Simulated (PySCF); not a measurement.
Consider C₄H₉AlS.

Input

```
{"job": {"kind": "nmr", "xc": "PBE0", "basis": "pcSseg-1"}, "charge": 0, "multiplicity": 1}
C      3.149373    -0.593376    -0.187258
C      1.950181    -1.173853    -0.162358
Al     0.228616    -0.202970    -0.214454
C     -0.116991     1.756479    -0.290417
S     -1.444967    -1.660431    -0.179578
C     -2.919288    -0.570131    -0.255764
H      3.258060     0.481162    -0.236310
H      4.080015    -1.147116    -0.160116
H      1.929697    -2.267773    -0.112485
H     -0.691750     2.072860    -1.168415
H      0.842694     2.279244    -0.338221
H     -0.644017     2.148258     0.587440
H     -2.625666     0.477383    -0.234719
H     -3.453662    -0.791419    -1.174503
H     -3.546709    -0.800327     0.599590
```

Run with:

```sh
OMP_NUM_THREADS=1 python probes_run.py task.json out
```

Geometry: GFN2-xTB.

Theory: PBE0/pcSseg-1, SCF density, gas phase, non-relativistic (PySCF).

### What will maps of the electron density and electron localisation function show?

C–C (1.33 Å): ρ at the midpoint is about 2.3 e/Å³; the ELF peaks at about 0.95 between the atoms (a short, multiple covalent bond).
C–S (1.84 Å): the density is about 1.2 e/Å³ at the midpoint; the ELF peaks at about 0.90 between the atoms: a shared electron pair.
C–Al (1.98 Å): ρ at the midpoint is about 0.69 e/Å³; the ELF peaks at about 0.95 between the atoms, as expected for a polar covalent bond.
Al–S (2.22 Å): ρ at the midpoint is about 0.66 e/Å³; the ELF peaks at about 0.90 between the atoms: a polar covalent bond.

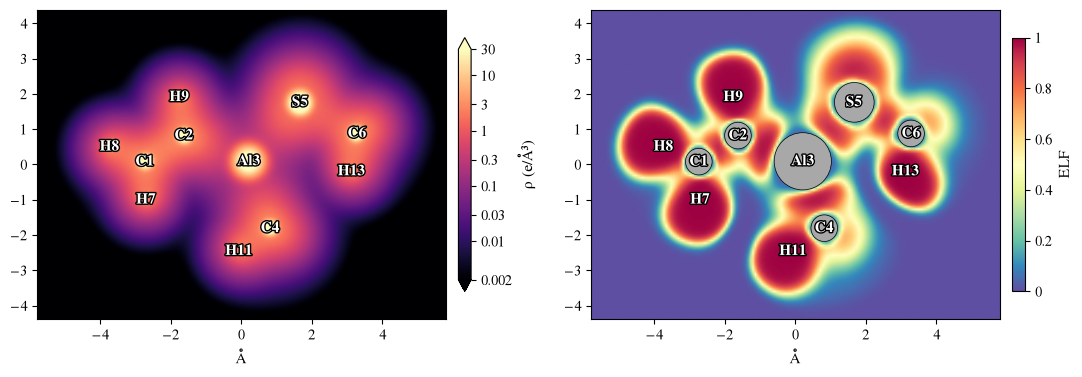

Computed electron density and electron localisation function on the plane of atoms C2, Al3 and C4, in this order. Grey discs cover the atomic cores in the ELF map. 
